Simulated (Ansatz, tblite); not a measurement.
**BH2(SiH3) (SiBH5): removing and adding an electron**

What does removing or adding an electron cost or gain for BH2(SiH3) (SiBH5)? Each charged state is run at several levels.

Method: as each input shows; program: Ansatz 0.2.0, Gaussian basis.

Levels to be run: charge +1 doublet, at the geometry of the singlet (PBE0-D4/def2-TZVP, PBE-D4/def2-TZVP, r2SCAN-D4/def2-TZVP, CCSD(T)/def2-TZVPP); charge -1 doublet, at the geometry of the singlet (PBE0-D4/def2-TZVPD, PBE-D4/def2-TZVPD, r2SCAN-D4/def2-TZVPD, CCSD(T)/def2-TZVPD); the starting singlet's energies come from earlier runs.

### Step 1. The relaxed structure

The geometry is that of the singlet, from an earlier relaxation (B3LYP-D4/def2-TZVP).

7 atoms, charge 0, spin multiplicity 1.

Atoms are counted from 1 here; the program's logs count them from 0.

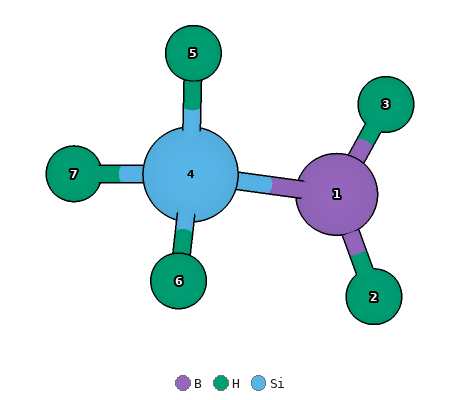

The structure; boron purple, hydrogen teal, silicon blue; atoms are numbered from 1 in the order of the file.

### Step 2. Charge +1 doublet at the fixed geometry, PBE0-D4/def2-TZVP

The input, in.yaml:

```yaml
crystal:
  periodic: [false, false, false]
  atoms:
    - {symbol: B, position_ang: [0.596596, 1.039963, 0.009243]}
    - {symbol: H, position_ang: [1.787463, 1.069746, 0.007570]}
    - {symbol: H, position_ang: [0.023099, 2.081113, -0.069450]}
    - {symbol: Si, position_ang: [-0.405090, -0.702889, 0.048339]}
    - {symbol: H, position_ang: [-1.757265, -0.594832, 0.650305]}
    - {symbol: H, position_ang: [0.331091, -1.794347, 0.733235]}
    - {symbol: H, position_ang: [-0.575883, -1.098755, -1.379241]}
basis:
  gaussian: {orbitals: def2-TZVP}
total_charge: 1
magnetization: {spin_polarized: true, initial_magnetization: 1}
hamiltonian: {xc: pbe0, dispersion: d4}
output: {orbitals: {seedname: orbitals}}
```

Run with:

```console
ansatz run in.yaml --threads 4 --pin off --events-out ev --progress --plain --max-ram 3916MiB
```

Standard output:

```text
Functional definition: PBE0
  name "PBE0"
  cite "Adamo & Barone, J. Chem. Phys. 110, 6158 (1999) doi:10.1063/1.478522"
  cite "Perdew, Burke & Ernzerhof, Phys. Rev. Lett. 77, 3865 (1996) doi:10.1103/PhysRevLett.77.3865"
  parent pbe
  parameter a = 0.25
  parameter kappa = 0.804
  parameter beta = 0.06672455060314922
  exchange = (1 - a)*pbe_x(kappa = kappa, mu = beta*pi^2/3) + a*exact_x
  correlation = pbe_c(beta = beta)
657 factors; their error is unknown
mean field evaluation 1: about -8618.0843 eV, gradient 1.1e1 eV
mean field evaluation 2: about -8618.7017 eV, gradient 7.0e0 eV
mean field evaluation 4: about -8619.0324 eV, gradient 5.6e-1 eV
mean field evaluation 8: about -8619.0405 eV, gradient 5.5e-2 eV
mean field evaluation 16: about -8619.0690 eV, gradient 3.2e-4 eV
mean field -8619.06902964 eV, -316.7449446245 hartree, gradient 6.3e-5 eV, S^2 0.753674; 2 other end points of the search recorded, 0 dependent functions left out
reference -8619.06906218 eV, -316.7449458202 hartree; 12, 11 occupied and 86, 87 virtual orbitals, 657 factors
Total energy: -8619.12137779 eV, -316.7468683835 hartree
```

Wall time 0.95 s (4 threads of Arm Neoverse V2, shared host).

HOMO -15.70 eV, LUMO -13.03 eV (over both spins); ⟨S²⟩ 0.754 (pure: 0.75).

### Step 3. Charge +1 doublet at the fixed geometry, PBE-D4/def2-TZVP

start.molden holds the orbitals of an earlier run on this state, given as this run's starting guess.

in.yaml: that of step 2 with these lines changed.

```diff
@@ -11,6 +11,7 @@
 basis:
-  gaussian: {orbitals: def2-TZVP}
+  gaussian: {orbitals: def2-TZVP, initial_orbitals: start.molden}
 total_charge: 1
 magnetization: {spin_polarized: true, initial_magnetization: 1}
-hamiltonian: {xc: pbe0, dispersion: d4}
+hamiltonian: {xc: pbe, dispersion: d4}
+scf: {omitted_lower_state_checks: [starts]}
 output: {orbitals: {seedname: orbitals}}
```

Launched as before.

Standard output:

```text
Functional definition: PBE
  name "PBE"
  cite "Perdew, Burke & Ernzerhof, Phys. Rev. Lett. 77, 3865 (1996) doi:10.1103/PhysRevLett.77.3865"
  parent pbe
  parameter kappa = 0.804
  parameter beta = 0.06672455060314922
  exchange = pbe_x(kappa = kappa, mu = beta*pi^2/3)
  correlation = pbe_c(beta = beta)
these checks for a lower state are left out or cut short: starts
641 factors; their error is unknown
mean field evaluation 1: about -8617.9755 eV, gradient 4.9e0 eV
mean field evaluation 2: about -8618.0360 eV, gradient 9.6e-2 eV
mean field evaluation 4: about -8618.0243 eV, gradient 9.9e-4 eV
mean field -8618.02433903 eV, -316.7065529528 hartree, gradient 1.7e-5 eV, S^2 0.752368; 0 other end points of the search recorded, 0 dependent functions left out
reference -8618.02438329 eV, -316.7065545791 hartree; 12, 11 occupied and 86, 87 virtual orbitals, 641 factors
Total energy: -8618.08726625 eV, -316.7088654854 hartree
Checks for a lower state left out: starts
```

Run time: 0.7 s. Hardware: 4 threads of Arm Neoverse V2, shared host.

HOMO -14.42 eV, LUMO -13.96 eV (over both spins); ⟨S²⟩ 0.752 (pure: 0.75).

### Step 4. Charge +1 doublet at the fixed geometry, r2SCAN-D4/def2-TZVP

in.yaml: that of step 3 with these lines changed.

```diff
@@ -14,3 +14,3 @@
 magnetization: {spin_polarized: true, initial_magnetization: 1}
-hamiltonian: {xc: pbe, dispersion: d4}
+hamiltonian: {xc: r2scan, dispersion: d4}
 scf: {omitted_lower_state_checks: [starts]}
```

The command is unchanged.

Standard output:

```text
Functional definition: r2SCAN
  name "r2SCAN"
  cite "Furness, Kaplan, Ning, Perdew & Sun, J. Phys. Chem. Lett. 11, 8208 (2020) doi:10.1021/acs.jpclett.0c02405"
  cite "Furness, Kaplan, Ning, Perdew & Sun, J. Phys. Chem. Lett. 11, 9248 (2020) doi:10.1021/acs.jpclett.0c03077"
  parent r2scan
  parameter k0 = 0.174
  parameter k1 = 0.065
  parameter a1 = 4.9479
  exchange = r2scan_x(k0 = k0, k1 = k1, a1 = a1)
  correlation = r2scan_c
these checks for a lower state are left out or cut short: starts
641 factors; their error is unknown
mean field evaluation 1: about -8622.2578 eV, gradient 3.4e0 eV
mean field evaluation 2: about -8622.2804 eV, gradient 3.2e-2 eV
mean field evaluation 4: about -8622.2677 eV, gradient 8.9e-5 eV
mean field -8622.26769600 eV, -316.8624934450 hartree, gradient 2.5e-5 eV, S^2 0.755160; 0 other end points of the search recorded, 0 dependent functions left out
reference -8622.26771150 eV, -316.8624940145 hartree; 12, 11 occupied and 86, 87 virtual orbitals, 641 factors
Total energy: -8622.28190982 eV, -316.8630157932 hartree
Checks for a lower state left out: starts
```

It took 1.4 s on 4 threads of Arm Neoverse V2, shared host.

Report: HOMO -14.73 eV, LUMO -13.70 eV (over both spins); ⟨S²⟩ 0.755 (pure: 0.75).

### Step 5. Charge +1 doublet at the fixed geometry, CCSD(T)/def2-TZVPP

in.yaml: that of step 4 with these lines changed.

```diff
@@ -11,7 +11,7 @@
 basis:
-  gaussian: {orbitals: def2-TZVP, initial_orbitals: start.molden}
+  gaussian: {orbitals: def2-TZVPP, initial_orbitals: start.molden}
 total_charge: 1
 magnetization: {spin_polarized: true, initial_magnetization: 1}
-hamiltonian: {xc: r2scan, dispersion: d4}
-scf: {omitted_lower_state_checks: [starts]}
+correlation: {method: ccsd_t}
+scf: {omitted_lower_state_checks: [starts, cluster_reference]}
 output: {orbitals: {seedname: orbitals}}
```

Launched as before.

Standard output, cut to the lines that bear on the results:

```text
Functional definition: HF
  name "HF"
  cite "Fock, Z. Phys. 61, 126 (1930) doi:10.1007/BF01340294"
  parent pbe
[...]
806 factors; integrals over basis functions are off by at most 1.3e-3 eV
[...]
mean field -8602.39059471 eV, -316.1320234458 hartree, gradient 1.6e-6 eV, S^2 0.759221; 0 other end points of the search recorded, 0 dependent functions left out
6 core orbitals not correlated: weight in the atoms' cores, before any rotation towards them, 1.000 or more for the frozen orbitals, at most 0.000 for the correlated occupied ones
reference -8602.39059471 eV, -316.1320234458 hartree; 6, 5 occupied and 131, 132 virtual orbitals, 806 factors
second order -5.49586293 eV of doubles, -0.00000000 eV of singles
cycle   1  -6.32995811 eV  change   -8.3e-1 eV  update   7.2e-2
[...]
cycle  13  -6.69180907 eV  change    2.1e-6 eV  update   7.4e-6
perturbative correction -0.18308577 eV, -0.0067282778 hartree
Total energy: -8609.26548955 eV, -316.3846711712 hartree
Checks for a lower state left out: starts, cluster_reference
```

Wall time 9.5 s (4 threads of Arm Neoverse V2, shared host); peak memory 1.7 GiB.

From the report: Hartree-Fock HOMO -18.90 eV, LUMO -8.81 eV (over both spins); ⟨S²⟩ 0.759 (pure: 0.75); T1 0.018.

### Step 6. Vertical ionisation energy

Charged state less starting state, singlet to doublet; the starting state's energies are those of its earlier runs.

| method | vertical ionisation energy (eV) | from CCSD(T)/def2-TZVPP (eV) | time |
| --- | --- | --- | --- |
| HF/def2-TZVPP | 10.06 | -0.87 |  |
| PBE-D4/def2-TZVP | 10.65 | -0.28 | 1.1 s |
| r2SCAN-D4/def2-TZVP | 10.71 | -0.22 | 2.2 s |
| PBE0-D4/def2-TZVP | 10.79 | -0.14 | 1.4 s |
| MP2/def2-TZVPP | 10.92 | -0.01 |  |
| CCSD/def2-TZVPP | 10.90 | -0.03 |  |
| CCSD(T)/def2-TZVPP | 10.93 | 0 | 12 s |

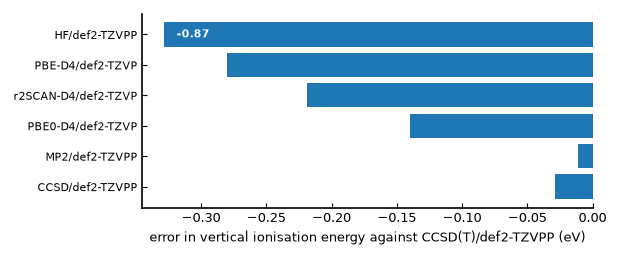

Error of each method against CCSD(T)/def2-TZVPP. Bars with a number in them are cut short.

Times add the two runs; a level without a time comes out of a correlated run.

Beside −ε(HOMO) of the starting state:

| level | −ε(HOMO) (eV) | by difference (eV) | mismatch (eV) |
| --- | --- | --- | --- |
| PBE-D4/def2-TZVP | 7.24 | 10.65 | -3.41 |
| r2SCAN-D4/def2-TZVP | 7.51 | 10.71 | -3.20 |
| PBE0-D4/def2-TZVP | 8.46 | 10.79 | -2.33 |

### Step 7. Charge -1 doublet at the fixed geometry, PBE0-D4/def2-TZVPD

in.yaml: that of step 5 with these lines changed.

```diff
@@ -11,7 +11,6 @@
 basis:
-  gaussian: {orbitals: def2-TZVPP, initial_orbitals: start.molden}
-total_charge: 1
+  gaussian: {orbitals: def2-TZVPD}
+total_charge: -1
 magnetization: {spin_polarized: true, initial_magnetization: 1}
-correlation: {method: ccsd_t}
-scf: {omitted_lower_state_checks: [starts, cluster_reference]}
+hamiltonian: {xc: pbe0, dispersion: d4}
 output: {orbitals: {seedname: orbitals}}
```

Same command.

Standard output:

```text
Functional definition: PBE0
  name "PBE0"
  cite "Adamo & Barone, J. Chem. Phys. 110, 6158 (1999) doi:10.1063/1.478522"
  cite "Perdew, Burke & Ernzerhof, Phys. Rev. Lett. 77, 3865 (1996) doi:10.1103/PhysRevLett.77.3865"
  parent pbe
  parameter a = 0.25
  parameter kappa = 0.804
  parameter beta = 0.06672455060314922
  exchange = (1 - a)*pbe_x(kappa = kappa, mu = beta*pi^2/3) + a*exact_x
  correlation = pbe_c(beta = beta)
716 factors; their error is unknown
mean field evaluation 1: about -8629.0624 eV, gradient 1.4e1 eV
mean field evaluation 2: about -8628.8551 eV, gradient 1.4e1 eV
mean field evaluation 4: about -8630.4719 eV, gradient 4.4e-1 eV
mean field evaluation 8: about -8630.4758 eV, gradient 8.1e-2 eV
mean field evaluation 16: about -8630.4759 eV, gradient 3.2e-5 eV
mean field -8630.47588597 eV, -317.1641388626 hartree, gradient 3.2e-5 eV, S^2 0.754427; 0 other end points of the search recorded, 0 dependent functions left out
reference -8630.47592891 eV, -317.1641404407 hartree; 13, 12 occupied and 112, 113 virtual orbitals, 716 factors
Total energy: -8630.58045924 eV, -317.1679818596 hartree
```

Wall time 1.1 s (4 threads of Arm Neoverse V2, shared host).

Report: HOMO 1.29 eV, LUMO 3.84 eV (over both spins); ⟨S²⟩ 0.754 (pure: 0.75). Doubts: highest occupied level lies above zero.

### Step 8. Charge -1 doublet at the fixed geometry, PBE-D4/def2-TZVPD

in.yaml: that of step 7 with these lines changed.

```diff
@@ -11,6 +11,7 @@
 basis:
-  gaussian: {orbitals: def2-TZVPD}
+  gaussian: {orbitals: def2-TZVPD, initial_orbitals: start.molden}
 total_charge: -1
 magnetization: {spin_polarized: true, initial_magnetization: 1}
-hamiltonian: {xc: pbe0, dispersion: d4}
+hamiltonian: {xc: pbe, dispersion: d4}
+scf: {omitted_lower_state_checks: [starts]}
 output: {orbitals: {seedname: orbitals}}
```

The command is unchanged.

Standard output:

```text
Functional definition: PBE
  name "PBE"
  cite "Perdew, Burke & Ernzerhof, Phys. Rev. Lett. 77, 3865 (1996) doi:10.1103/PhysRevLett.77.3865"
  parent pbe
  parameter kappa = 0.804
  parameter beta = 0.06672455060314922
  exchange = pbe_x(kappa = kappa, mu = beta*pi^2/3)
  correlation = pbe_c(beta = beta)
these checks for a lower state are left out or cut short: starts
695 factors; their error is unknown
mean field evaluation 1: about -8629.3104 eV, gradient 4.9e0 eV
mean field evaluation 2: about -8629.3604 eV, gradient 7.0e-2 eV
mean field evaluation 4: about -8629.3513 eV, gradient 1.7e-4 eV
mean field -8629.35126037 eV, -317.1228096343 hartree, gradient 1.6e-5 eV, S^2 0.753558; 0 other end points of the search recorded, 0 dependent functions left out
reference -8629.35131879 eV, -317.1228117813 hartree; 13, 12 occupied and 112, 113 virtual orbitals, 695 factors
Total energy: -8629.47666696 eV, -317.1274182414 hartree
Checks for a lower state left out: starts
```

Run time: 1.1 s. Hardware: 4 threads of Arm Neoverse V2, shared host.

Report: HOMO 2.13 eV, LUMO 3.41 eV (over both spins); ⟨S²⟩ 0.754 (pure: 0.75). Doubts: highest occupied level lies above zero.

### Step 9. Charge -1 doublet at the fixed geometry, r2SCAN-D4/def2-TZVPD

in.yaml: that of step 8 with these lines changed.

```diff
@@ -14,3 +14,3 @@
 magnetization: {spin_polarized: true, initial_magnetization: 1}
-hamiltonian: {xc: pbe, dispersion: d4}
+hamiltonian: {xc: r2scan, dispersion: d4}
 scf: {omitted_lower_state_checks: [starts]}
```

Same command.

Standard output:

```text
Functional definition: r2SCAN
  name "r2SCAN"
  cite "Furness, Kaplan, Ning, Perdew & Sun, J. Phys. Chem. Lett. 11, 8208 (2020) doi:10.1021/acs.jpclett.0c02405"
  cite "Furness, Kaplan, Ning, Perdew & Sun, J. Phys. Chem. Lett. 11, 9248 (2020) doi:10.1021/acs.jpclett.0c03077"
  parent r2scan
  parameter k0 = 0.174
  parameter k1 = 0.065
  parameter a1 = 4.9479
  exchange = r2scan_x(k0 = k0, k1 = k1, a1 = a1)
  correlation = r2scan_c
these checks for a lower state are left out or cut short: starts
695 factors; their error is unknown
mean field evaluation 1: about -8633.7055 eV, gradient 3.4e0 eV
mean field evaluation 2: about -8633.7290 eV, gradient 2.9e-2 eV
mean field evaluation 4: about -8633.7184 eV, gradient 5.7e-5 eV
mean field -8633.71843804 eV, -317.2833004533 hartree, gradient 1.4e-5 eV, S^2 0.757049; 0 other end points of the search recorded, 0 dependent functions left out
reference -8633.71846234 eV, -317.2833013465 hartree; 13, 12 occupied and 112, 113 virtual orbitals, 695 factors
Total energy: -8633.74820962 eV, -317.2843945387 hartree
Checks for a lower state left out: starts
```

Run time: 2 s. Hardware: 4 threads of Arm Neoverse V2, shared host.

HOMO 1.88 eV, LUMO 4.07 eV (over both spins); ⟨S²⟩ 0.757 (pure: 0.75). Doubts: highest occupied level lies above zero.

### Step 10. Charge -1 doublet at the fixed geometry, CCSD(T)/def2-TZVPD

in.yaml: that of step 9 with these lines changed.

```diff
@@ -14,4 +14,4 @@
 magnetization: {spin_polarized: true, initial_magnetization: 1}
-hamiltonian: {xc: r2scan, dispersion: d4}
-scf: {omitted_lower_state_checks: [starts]}
+correlation: {method: ccsd_t}
+scf: {omitted_lower_state_checks: [starts, cluster_reference]}
 output: {orbitals: {seedname: orbitals}}
```

Same command.

Standard output, cut to the lines that bear on the results:

```text
Functional definition: HF
  name "HF"
  cite "Fock, Z. Phys. 61, 126 (1930) doi:10.1007/BF01340294"
  parent pbe
[...]
876 factors; integrals over basis functions are off by at most 1.1e-3 eV
[...]
mean field -8612.14858684 eV, -316.4906230426 hartree, gradient 2.6e-6 eV, S^2 0.760567; 0 other end points of the search recorded, 0 dependent functions left out
6 core orbitals not correlated: weight in the atoms' cores, before any rotation towards them, 1.000 or more for the frozen orbitals, at most 0.000 for the correlated occupied ones
reference -8612.14858684 eV, -316.4906230426 hartree; 7, 6 occupied and 112, 113 virtual orbitals, 876 factors
second order -6.70037061 eV of doubles, -0.00000000 eV of singles
cycle   1  -7.58326845 eV  change   -8.8e-1 eV  update   7.1e-2
[...]
cycle  11  -7.90313818 eV  change    2.9e-7 eV  update   1.4e-5
perturbative correction -0.27149604 eV, -0.0099772955 hartree
Total energy: -8620.32322107 eV, -316.7910353094 hartree
Checks for a lower state left out: starts, cluster_reference
```

It took 7 s on 4 threads of Arm Neoverse V2, shared host; peak memory 1.2 GiB.

Hartree-Fock HOMO -0.67 eV, LUMO 4.93 eV (over both spins); ⟨S²⟩ 0.761 (pure: 0.75); T1 0.013.

### Step 11. Vertical electron affinity

Starting state less charged state (positive: the electron is bound), singlet to doublet; the starting state's energies are those of its earlier runs.

Differences are taken before rounding.

| method | vertical electron affinity (eV) | from CCSD(T)/def2-TZVPD (eV) | time |
| --- | --- | --- | --- |
| HF/def2-TZVPD | -0.28 | -0.72 |  |
| PBE-D4/def2-TZVPD | 0.73 | +0.29 | 1.6 s |
| r2SCAN-D4/def2-TZVPD | 0.75 | +0.31 | 3 s |
| PBE0-D4/def2-TZVPD | 0.66 | +0.22 | 1.7 s |
| MP2/def2-TZVPD | 0.42 | -0.03 |  |
| CCSD/def2-TZVPD | 0.37 | -0.07 |  |
| CCSD(T)/def2-TZVPD | 0.44 | 0 | 8.8 s |

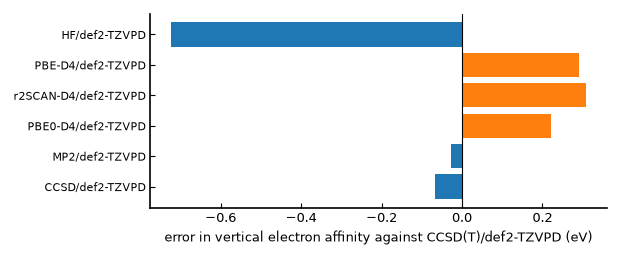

Deviations from CCSD(T)/def2-TZVPD, method by method.

Times add the two runs; a level without a time comes out of a correlated run.

Beside −ε(LUMO) of the starting state:

| level | −ε(LUMO) (eV) | by difference (eV) | mismatch (eV) |
| --- | --- | --- | --- |
| PBE-D4/def2-TZVPD | 3.49 | 0.73 | +2.76 |
| r2SCAN-D4/def2-TZVPD | 3.12 | 0.75 | +2.37 |
| PBE0-D4/def2-TZVPD | 2.47 | 0.66 | +1.80 |

### Step 12. Results

| quantity | value |
| --- | --- |
| vertical ionisation energy, functionals in def2-TZVP | 10.65 (PBE-D4) to 10.79 eV (PBE0-D4) |
| vertical ionisation energy, CCSD(T)/def2-TZVPP | 10.93 eV |
| vertical electron affinity, functionals in def2-TZVPD | 0.66 (PBE0-D4) to 0.75 eV (r2SCAN-D4) |
| vertical electron affinity, CCSD(T)/def2-TZVPD | 0.44 eV |

What this shows: The vertical ionisation energy spans 10.65 to 10.79 eV over the functionals, beside 10.93 eV from CCSD(T)/def2-TZVPP. −ε(HOMO) misses the level's own difference by -2.33 eV at best (PBE0-D4) and -3.41 eV at worst (PBE-D4). The reference is CCSD(T) in one finite basis, so it carries an error of its own, often a tenth of an eV or more, and near misses can't be ranked. The vertical electron affinity spans 0.66 to 0.75 eV over the functionals, beside 0.44 eV from CCSD(T)/def2-TZVPD. The anion's highest level lies above zero where self-interaction lifts it, so diffuse functions weigh on these values. −ε(LUMO) misses the level's own difference by +1.80 eV at best (PBE0-D4) and +2.76 eV at worst (PBE-D4).

The anion's highest level is positive in at least one run, so there the basis alone may hold the extra electron.
